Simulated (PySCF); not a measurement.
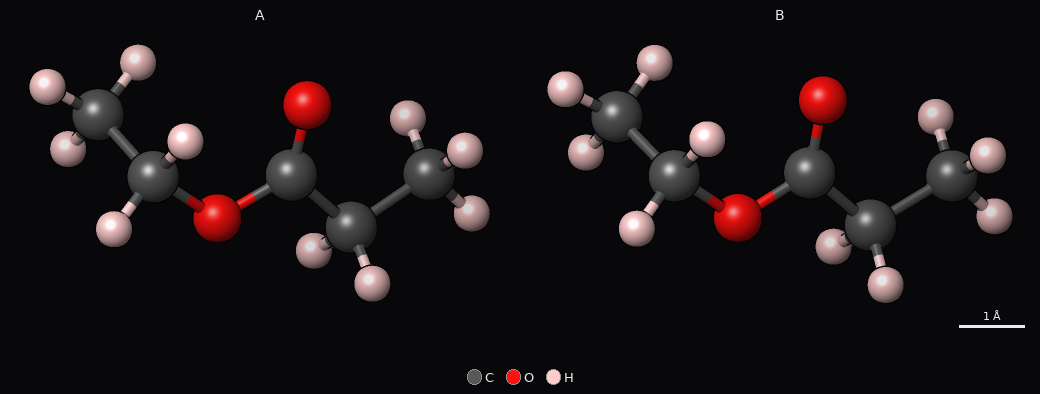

Two geometries of C5H10O2, drawn at one scale. One is the start of a relaxation, the other its converged end. A ball-and-stick model, seen at a tilt.

Method: PBE0-D3(BJ)/def2-SVP geometry optimisation, gas phase in PySCF 2.14.0, density-fitted response routines. 

Which one is relaxed?

Answer. Structure B is the relaxed one. The start comes from GFN2-xTB. An O atom moves most after the best rigid fit: 0.17 Å. Largest moves by element: O 0.17 Å, H 0.13 Å, C 0.07 Å. Near-neighbour distances that change, for instance: C–H 1.092 → 1.099 Å, C–C 1.522 → 1.515 Å. Bond angles that change, for instance: H–C–H 107.4° → 104.9°. The energy falls by 0.035 eV in 5 geometry steps. Largest force component: 0.71 eV/Å at the start, 0.0086 eV/Å at the end.
